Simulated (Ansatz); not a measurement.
# Geometry relaxation, with input and output: Si₃H₇OF (part 1 of 2)

System: Si₃H₇OF.
Method: RKS PBE0-D4/def2-TZVP (Ansatz 0.2.0).

Figures and captions count atoms from 1; the log counts them from 0 in places.

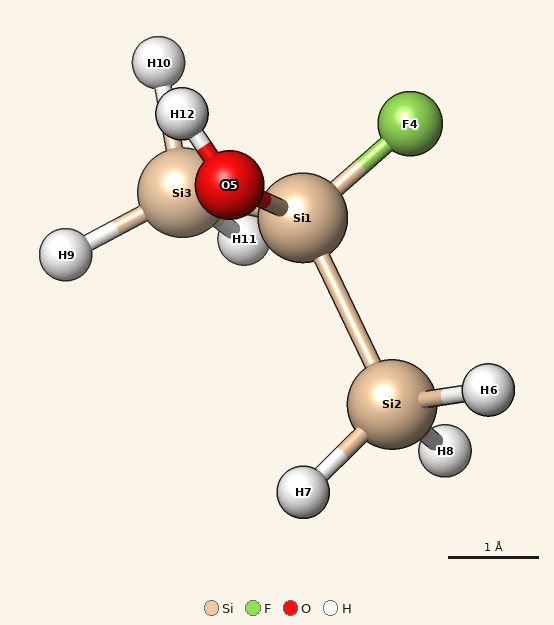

*The starting structure (ball-and-stick view, seen at a tilt; atoms are numbered from 1 in the order of the input).*

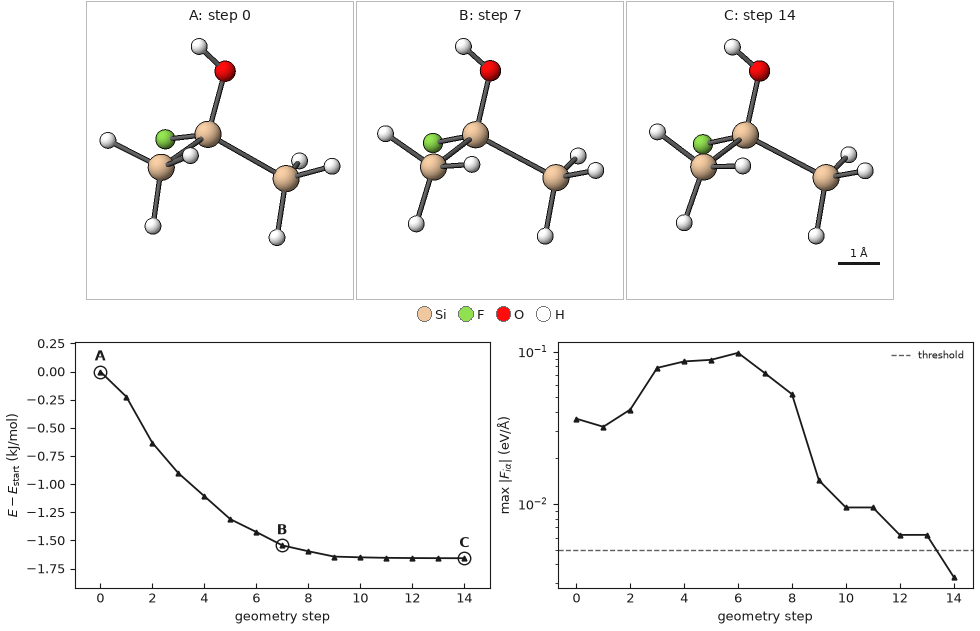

*Frames of the relaxation (ball-and-stick view, seen at a tilt) above the curves, on which the letters mark them (the first geometry is step 0 here and step 1 in the log).*

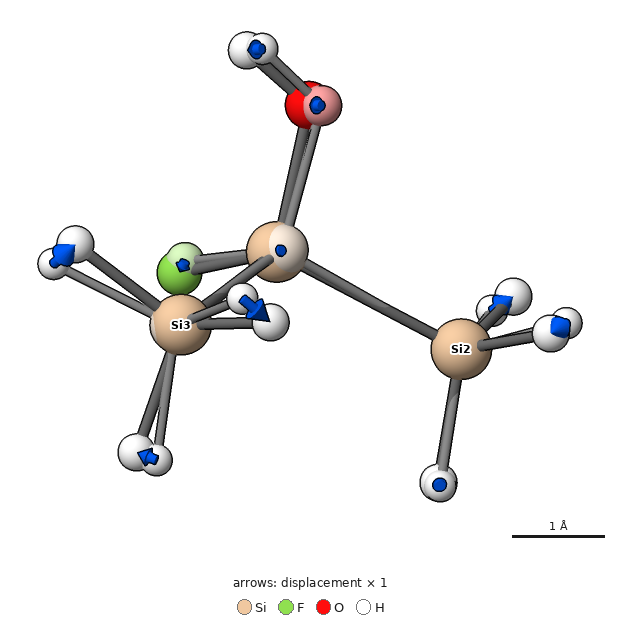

*Start (faint) and end (solid) with the displacements as blue arrows, at true length (ball-and-stick view, seen at a tilt). The two geometries are laid on each other by the best rigid fit.*

After 14 geometry steps the energy has fallen by 1.66 kJ/mol. Largest force component: 0.036 eV/Å at the start, 0.0033 eV/Å at the end. H10 moves most after the best rigid fit: 0.43 Å. Largest moves by element: H 0.43 Å, O 0.21 Å, F 0.15 Å, Si 0.10 Å. Among the angles that change: Si2–Si1–Si3 119.1° → 115.4°, Si2–Si1–F4 106.6° → 108.7°, Si3–Si1–F4 104.1° → 106.1°. (Atoms are counted from 1 in the order of the input.)

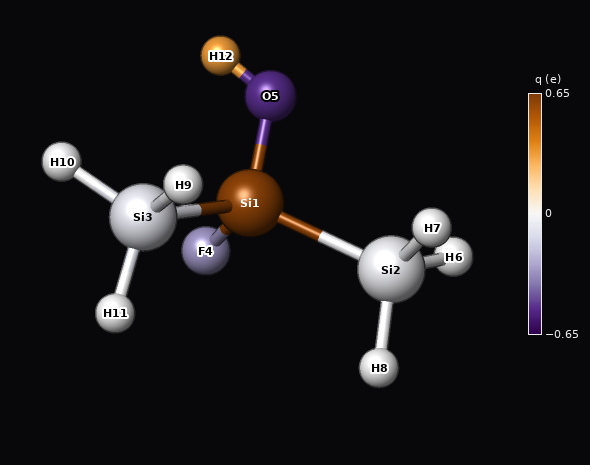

*Mulliken charges, as the colour of each atom (ball-and-stick view, seen at a tilt; atoms are numbered from 1 in the order of the input).*

By element: Si −0.06 to +0.61, F −0.31, O −0.51 and H −0.01 to +0.33 e.

The input and output of the run follow.

## The input
```yaml
crystal:
  periodic: [false, false, false]
  atoms:
    - {symbol: Si, position_ang: [-0.523049, 1.611387, 0.005289]}
    - {symbol: Si, position_ang: [0.229533, 0.806639, -2.068825]}
    - {symbol: Si, position_ang: [-1.557282, 0.117273, 1.506589]}
    - {symbol: F, position_ang: [-1.666080, 2.703229, -0.311544]}
    - {symbol: O, position_ang: [0.771024, 2.356904, 0.688554]}
    - {symbol: H, position_ang: [0.483011, 1.960413, -2.972903]}
    - {symbol: H, position_ang: [1.485299, 0.025601, -1.916590]}
    - {symbol: H, position_ang: [-0.810041, -0.066880, -2.675213]}
    - {symbol: H, position_ang: [-0.567211, -0.804590, 2.125918]}
    - {symbol: H, position_ang: [-2.199590, 0.905324, 2.596464]}
    - {symbol: H, position_ang: [-2.599375, -0.687076, 0.815823]}
    - {symbol: H, position_ang: [0.689362, 2.706631, 1.577766]}
basis:
  gaussian: {orbitals: def2-TZVP}
hamiltonian: {xc: pbe0, dispersion: d4}
relax: {f_tol: 0.005, max_steps: 200}
```

Launch command:
```bash
ansatz run in.yaml --threads 4 --pin off --events-out ev --progress --plain --max-ram 41984MiB --backend cuda --devices 0, --max-vram 37GiB
```

## The program's output
```
Functional definition: PBE0
  name "PBE0"
  cite "Adamo & Barone, J. Chem. Phys. 110, 6158 (1999) doi:10.1063/1.478522"
  cite "Perdew, Burke & Ernzerhof, Phys. Rev. Lett. 77, 3865 (1996) doi:10.1103/PhysRevLett.77.3865"
  parent pbe
  parameter a = 0.25
  parameter kappa = 0.804
  parameter beta = 0.06672455060314922
  exchange = (1 - a)*pbe_x(kappa = kappa, mu = beta*pi^2/3) + a*exact_x
  correlation = pbe_c(beta = beta)
1419 factors; their error is unknown
mean field evaluation 1: about -28496.2740 eV, gradient 5.8e1 eV
mean field evaluation 2: about -28486.7814 eV, gradient 9.4e1 eV
mean field evaluation 4: about -28501.5218 eV, gradient 4.6e0 eV
mean field evaluation 8: about -28501.5513 eV, gradient 2.7e-2 eV
mean field evaluation 16: about -28501.6661 eV, gradient 6.9e-5 eV
mean field -28501.66608412 eV, -1047.4169094684 hartree, gradient 6.9e-5 eV, S^2 0.000000; 0 other end points of the search recorded, 0 dependent functions left out
the calculation of the forces begins
reference -28501.66612345 eV, -1047.4169109135 hartree; 33, 33 occupied and 182, 182 virtual orbitals, 1419 factors
relax step   1: F+E_penalty+E_count = -28501.91656888 eV  Δ(F+E_penalty+E_count) = +0.000e0 eV  max|allowed force component| = 3.622e-2 eV/Å  Δτ_max = 0.0000 Å  (26 SCF iters, accepted)
these checks for a lower state are left out or cut short: starts, cluster_reference, orbital_swaps, neighbouring_geometries, increment
1419 factors; their error is unknown
mean field -28501.66786199 eV, -1047.4169748038 hartree, gradient 8.5e-6 eV, S^2 0.000000; 0 other end points of the search recorded, 0 dependent functions left out
[... from here on the field's lines of each further geometry are left out, up to the last ...]
relax step   2: F+E_penalty+E_count = -28501.91888253 eV  Δ(F+E_penalty+E_count) = -2.314e-3 eV  max|allowed force component| = 3.207e-2 eV/Å  Δτ_max = 0.0399 Å  (31 SCF iters, accepted)
relax step   3: F+E_penalty+E_count = -28501.92312323 eV  Δ(F+E_penalty+E_count) = -4.241e-3 eV  max|allowed force component| = 4.163e-2 eV/Å  Δτ_max = 0.0869 Å  (30 SCF iters, accepted)
relax step   4: F+E_penalty+E_count = -28501.92591627 eV  Δ(F+E_penalty+E_count) = -2.793e-3 eV  max|allowed force component| = 7.818e-2 eV/Å  Δτ_max = 0.0758 Å  (29 SCF iters, accepted)
relax step   5: F+E_penalty+E_count = -28501.92803704 eV  Δ(F+E_penalty+E_count) = -2.121e-3 eV  max|allowed force component| = 8.620e-2 eV/Å  Δτ_max = 0.0638 Å  (30 SCF iters, accepted)
relax step   6: F+E_penalty+E_count = -28501.93016035 eV  Δ(F+E_penalty+E_count) = -2.123e-3 eV  max|allowed force component| = 8.831e-2 eV/Å  Δτ_max = 0.0935 Å  (30 SCF iters, accepted)
relax step   7: F+E_penalty+E_count = -28501.93134040 eV  Δ(F+E_penalty+E_count) = -1.180e-3 eV  max|allowed force component| = 9.816e-2 eV/Å  Δτ_max = 0.0714 Å  (30 SCF iters, accepted)
relax step   8: F+E_penalty+E_count = -28501.93257226 eV  Δ(F+E_penalty+E_count) = -1.232e-3 eV  max|allowed force component| = 7.204e-2 eV/Å  Δτ_max = 0.0389 Å  (31 SCF iters, accepted)
relax step   9: F+E_penalty+E_count = -28501.93311257 eV  Δ(F+E_penalty+E_count) = -5.403e-4 eV  max|allowed force component| = 5.250e-2 eV/Å  Δτ_max = 0.0306 Å  (31 SCF iters, accepted)
relax step  10: F+E_penalty+E_count = -28501.93360720 eV  Δ(F+E_penalty+E_count) = -4.946e-4 eV  max|allowed force component| = 1.426e-2 eV/Å  Δτ_max = 0.0164 Å  (31 SCF iters, accepted)
relax step  11: F+E_penalty+E_count = -28501.93367528 eV  Δ(F+E_penalty+E_count) = -6.807e-5 eV  max|allowed force component| = 9.460e-3 eV/Å  Δτ_max = 0.0107 Å  (32 SCF iters, accepted)
relax step  12: F+E_penalty+E_count = -28501.93372099 eV  Δ(F+E_penalty+E_count) = -4.572e-5 eV  max|allowed force component| = 9.460e-3 eV/Å  Δτ_max = 0.0149 Å  (32 SCF iters, accepted)
relax step  13: F+E_penalty+E_count = -28501.93374134 eV  Δ(F+E_penalty+E_count) = -2.035e-5 eV  max|allowed force component| = 6.246e-3 eV/Å  Δτ_max = 0.0081 Å  (23 SCF iters, accepted)
relax step  14: F+E_penalty+E_count = -28501.93375198 eV  Δ(F+E_penalty+E_count) = -1.064e-5 eV  max|allowed force component| = 6.248e-3 eV/Å  Δτ_max = 0.0068 Å  (23 SCF iters, accepted)
the calculation of the forces begins
reference -28501.68170144 eV, -1047.4174833941 hartree; 33, 33 occupied and 182, 182 virtual orbitals, 1419 factors
relax step  15: F+E_penalty+E_count = -28501.93375610 eV  Δ(F+E_penalty+E_count) = -4.111e-6 eV  max|allowed force component| = 3.309e-3 eV/Å  Δτ_max = 0.0024 Å  (22 SCF iters, accepted)
1419 factors; their error is unknown
mean field evaluation 128: about -28501.6817 eV, gradient 6.7e-5 eV
mean field -28501.68166242 eV, -1047.4174819604 hartree, gradient 1.9e-5 eV, S^2 0.000000; 1 other end points of the search recorded, 0 dependent functions left out
the calculation of the forces begins
reference -28501.68170144 eV, -1047.4174833942 hartree; 33, 33 occupied and 182, 182 virtual orbitals, 1419 factors
Total energy: -28501.93379511 eV, -1047.4267476657 hartree
Atom 0 at    -0.598967     1.672669    -0.023524 Å, force     0.001198     0.002157     0.001304 eV/Å
Atom 1 at     0.254128     0.781808    -2.017882 Å, force    -0.000696     0.001032     0.001154 eV/Å
Atom 2 at    -1.504016     0.103189     1.479164 Å, force     0.000836     0.001045    -0.000690 eV/Å
Atom 3 at    -1.794757     2.689547    -0.382104 Å, force     0.000878    -0.001190    -0.000091 eV/Å
Atom 4 at     0.638673     2.507627     0.661952 Å, force    -0.003212    -0.000710     0.002405 eV/Å
Atom 5 at     0.794680     1.856707    -2.891168 Å, force    -0.000276    -0.000968     0.000437 eV/Å
Atom 6 at     1.335547    -0.187524    -1.697123 Å, force     0.000160     0.000068    -0.000555 eV/Å
Atom 7 at    -0.831018     0.062459    -2.737695 Å, force     0.000347     0.000007    -0.000264 eV/Å
Atom 8 at    -0.506754    -0.970513     1.737914 Å, force     0.000470    -0.000423     0.000151 eV/Å
Atom 9 at    -1.831846     0.765267     2.773510 Å, force     0.000150     0.000317     0.000092 eV/Å
Atom 10 at    -2.739015    -0.511042     0.924152 Å, force    -0.001074    -0.000520    -0.000635 eV/Å
Atom 11 at     0.518946     2.864661     1.544133 Å, force     0.001220    -0.000813    -0.003309 eV/Å
Dipole moment:     0.076090    -0.081716     0.262002 e Å
```

## Trajectory as extended XYZ (Å, eV, eV/Å), 15 frames, from step=1 to step=15
```
12
Properties=species:S:1:pos:R:3:forces:R:3 step=1 energy=-28501.91657
Si   -0.5230    1.6114    0.0053   -0.0231   0.0273  -0.0082
Si    0.2295    0.8066   -2.0688    0.0296   0.0026   0.0057
Si   -1.5573    0.1173    1.5066    0.0128   0.0019   0.0153
F    -1.6661    2.7032   -0.3115    0.0008  -0.0003   0.0030
O     0.7710    2.3569    0.6886    0.0026   0.0015   0.0004
H     0.4830    1.9604   -2.9729   -0.0067  -0.0050   0.0034
H     1.4853    0.0256   -1.9166   -0.0150  -0.0180   0.0280
H    -0.8100   -0.0669   -2.6752   -0.0108  -0.0023   0.0022
H    -0.5672   -0.8046    2.1259    0.0191  -0.0088  -0.0362
H    -2.1996    0.9053    2.5965    0.0002  -0.0023  -0.0068
H    -2.5994   -0.6871    0.8158   -0.0063   0.0019  -0.0056
H     0.6894    2.7066    1.5778   -0.0032   0.0015  -0.0012
12
Properties=species:S:1:pos:R:3:forces:R:3 step=2 energy=-28501.91888
Si   -0.5276    1.6259    0.0056   -0.0219  -0.0089  -0.0068
Si    0.2262    0.7995   -2.0573   -0.0012   0.0321   0.0037
Si   -1.5511    0.1149    1.4942    0.0016   0.0295   0.0056
F    -1.6697    2.7198   -0.3071    0.0155  -0.0136  -0.0008
O     0.7685    2.3679    0.6889   -0.0010   0.0061   0.0017
H     0.4829    1.9505   -2.9637    0.0204  -0.0214  -0.0186
H     1.4732    0.0078   -1.8884   -0.0108  -0.0028   0.0135
H    -0.8186   -0.0707   -2.6604   -0.0044   0.0001   0.0040
H    -0.5501   -0.8109    2.0905    0.0024   0.0009  -0.0174
H    -2.1902    0.8988    2.5887    0.0044  -0.0290   0.0204
H    -2.5961   -0.6845    0.8016   -0.0010   0.0036  -0.0041
H     0.6883    2.7159    1.5789   -0.0040   0.0034  -0.0012
12
Properties=species:S:1:pos:R:3:forces:R:3 step=3 energy=-28501.92312
Si   -0.5363    1.6507    0.0060   -0.0339   0.0411  -0.0028
Si    0.2209    0.7977   -2.0422   -0.0048  -0.0132   0.0020
Si   -1.5434    0.1182    1.4800    0.0142  -0.0200   0.0027
F    -1.6785    2.7443   -0.3066    0.0181  -0.0117  -0.0003
O     0.7596    2.3927    0.6898   -0.0010   0.0113   0.0031
H     0.5135    1.9150   -2.9806    0.0284  -0.0325   0.0120
H     1.4419   -0.0250   -1.8245   -0.0174   0.0223  -0.0215
H    -0.8380   -0.0659   -2.6315    0.0059   0.0047  -0.0025
H    -0.5171   -0.8233    2.0110   -0.0416   0.0244   0.0024
H    -2.1722    0.8542    2.6145    0.0354  -0.0348   0.0018
H    -2.5937   -0.6649    0.7759    0.0003   0.0049   0.0046
H     0.6788    2.7411    1.5795   -0.0034   0.0035  -0.0014
```
